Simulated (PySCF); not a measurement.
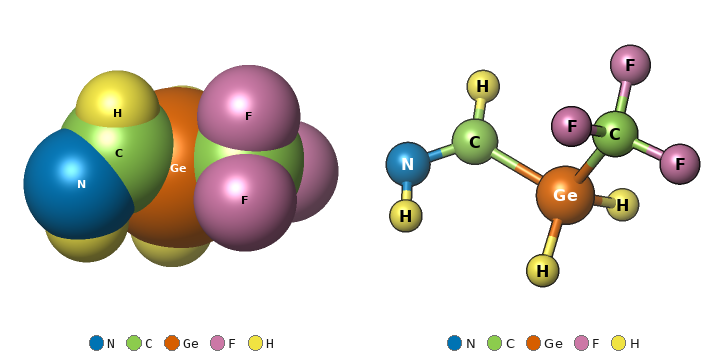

Two views of one molecule.

Describe the molecule.

It has 11 atoms: 2 carbon, 4 hydrogen, 3 fluorine, 1 germanium and 1 nitrogen (C₂H₄F₃GeN). SMILES: `[H]/N=[CH]\[GeH2][C](F)(F)F`. Among its groups: imine, C–F bond. This geometry has C1 symmetry. Coordination: 1 N bent; 1 C trigonal planar; 1 Ge tetrahedral; 1 C tetrahedral.

The parts below concern this one geometry. Atoms keep their numbers from picture to picture. Computed geometry: PBE0-D3(BJ)/def2-SVP optimisation. No frequency run is at hand to confirm it as a minimum.

### Geometry

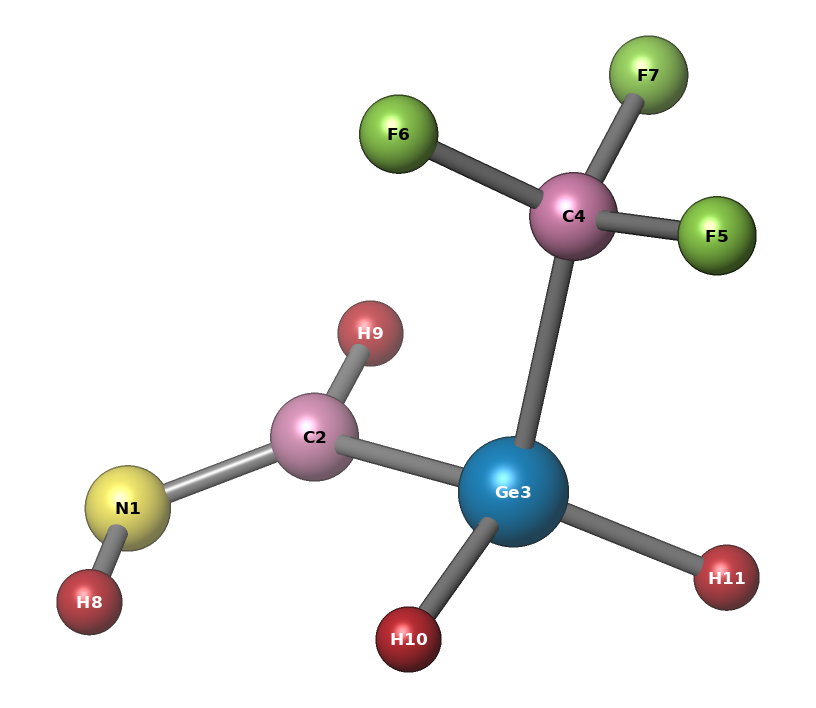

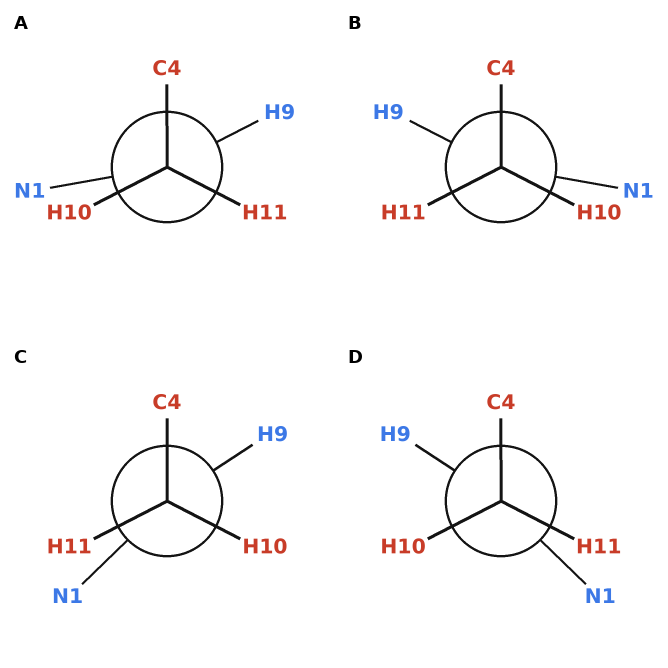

Distant atoms are faded towards the background colour. Bonds that would overlap in a projection are set slightly apart. No frequency run is at hand to confirm it as a minimum.

Which Newman projection shows the view along Ge3–C2, with Ge3 in front?

A. The torsion angle C4–Ge3–C2–N1 is −116°, anticlinal.

### Polarisability

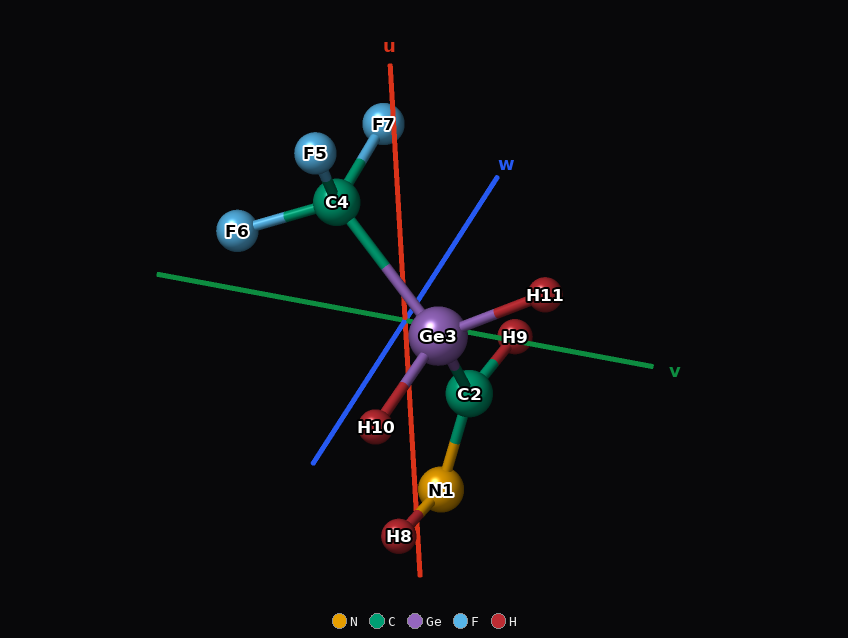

The lines u, v and w are the principal axes of the static dipole polarisability. No frequency run is at hand to confirm it as a minimum. Computed with CAM-B3LYP/def2-SVPD (PySCF 2.14.0).

Along which axis is the molecule most polarisable, and along which least?

Most along u (close to the long direction N1···F5), least along v.

Give the three principal values.

u 77.9, v 56.8, w 60.9 bohr³; mean 65.2, anisotropy 19.4 bohr³.

### Excitation

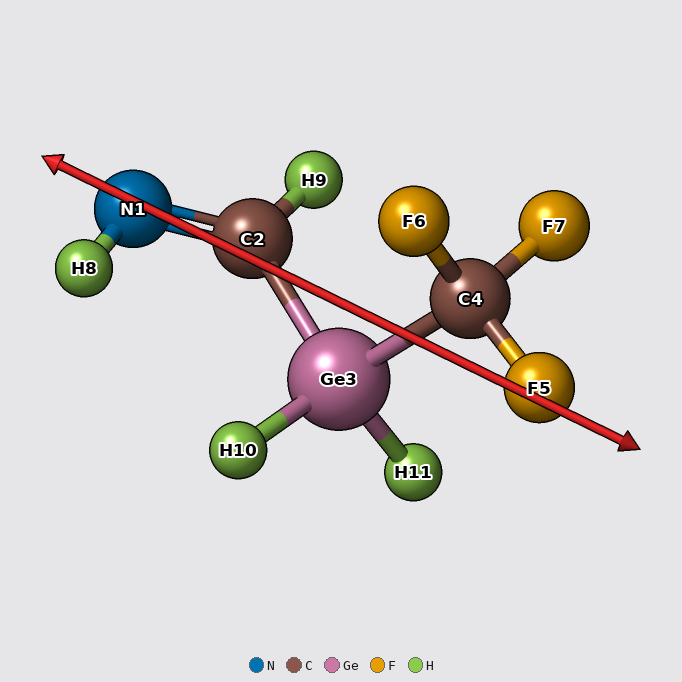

The double arrow shows the direction of the transition dipole to excited singlet state 9 (its length means nothing). No frequency run is at hand to confirm it as a minimum. Method: TDDFT CAM-B3LYP/def2-SVPD, vertical, gas phase, core orbitals frozen in the response (PySCF 2.14.0).

Give its energy, strength and character.

8.51 eV (146 nm), oscillator strength 0.033, of mixed character, with the largest part HOMO−1 → LUMO+1 (weight 0.35); transition dipole 1.01 D.

### Spin–spin coupling

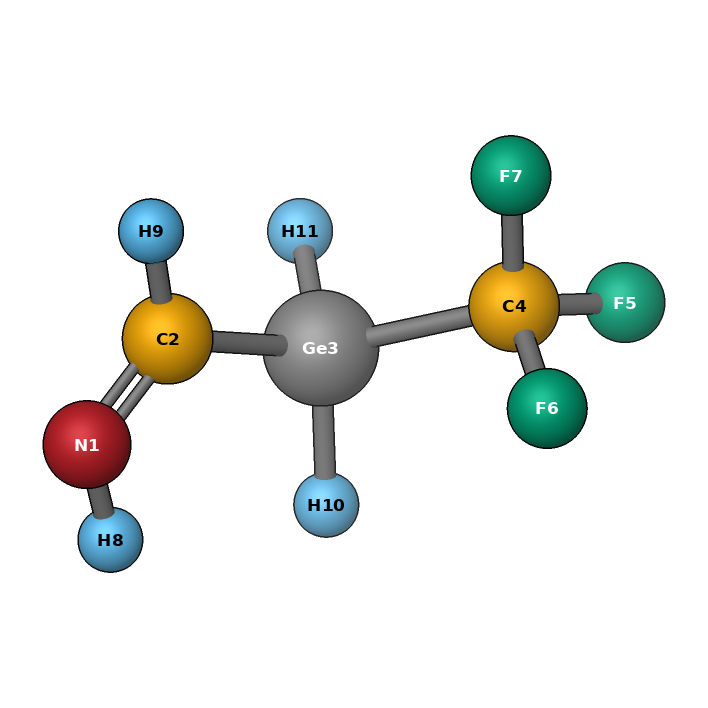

No frequency run is at hand to confirm it as a minimum. Properties computed with B3LYP/pcJ-1 (pcSseg-1 on Ge) indirect spin-spin coupling, non-relativistic, gas phase (PySCF 2.14.0). Isotopes: 13C, 19F, 1H, 15N.

Give the spin–spin coupling constants of these pairs, with the number of bonds between them: C4/F6, C2/F7, F5/H11, F6/H11, F7/H11.

```tsv
pair	bonds apart	J (Hz)
C4, F6	1	−397.8
C2, F7	3	−1.8
F5, H11	3	−2.6
F6, H11	3	28.2
F7, H11	3	−3.3
```

Density functionals are unreliable for couplings to fluorine, so those rows may be far off.
